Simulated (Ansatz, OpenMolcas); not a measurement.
**SiH3Cl (chlorosilane): the vertical ionisation energy, rung by rung**

The species is SiH3Cl (5 atoms), meant as a singlet with charge 0. As SMILES, `[SiH3]Cl`. The coordinates come from a PBE0-D4/def2-TZVP relaxation.

Quantity: the vertical ionisation energy (to the doublet cation), in eV. The values are calculated.

```
                            level             kind     program  value (eV)
                        HF/STO-3G     Hartree–Fock  OpenMolcas        9.35
HF/STO-3G, open shells restricted     Hartree–Fock  OpenMolcas        9.37
                     SVWN5/STO-3G              LDA  OpenMolcas        9.64
                       PBE/STO-3G              GGA  OpenMolcas        9.73
                    r2SCAN/STO-3G         meta-GGA  OpenMolcas        9.97
                r2SCAN-D4/cc-pVDZ         meta-GGA      Ansatz       11.33
                r2SCAN-D4/cc-pVTZ         meta-GGA      Ansatz       11.33
                r2SCAN-D4/cc-pVQZ         meta-GGA      Ansatz       11.32
                     B3LYP/STO-3G    global hybrid  OpenMolcas       10.03
                    M06-2X/STO-3G  hybrid meta-GGA  OpenMolcas       10.29
```

The values span 9.35 to 11.33 eV.

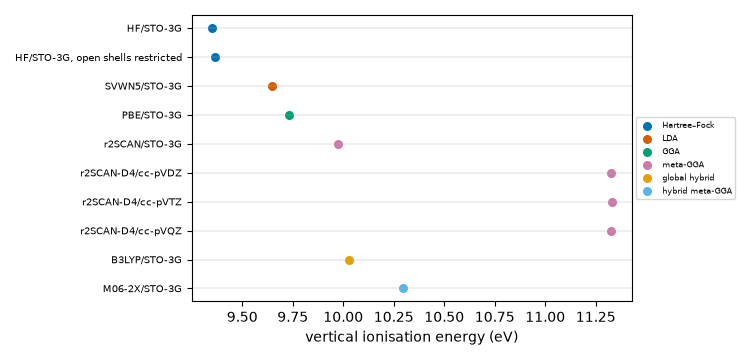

The values of the table, level by level.
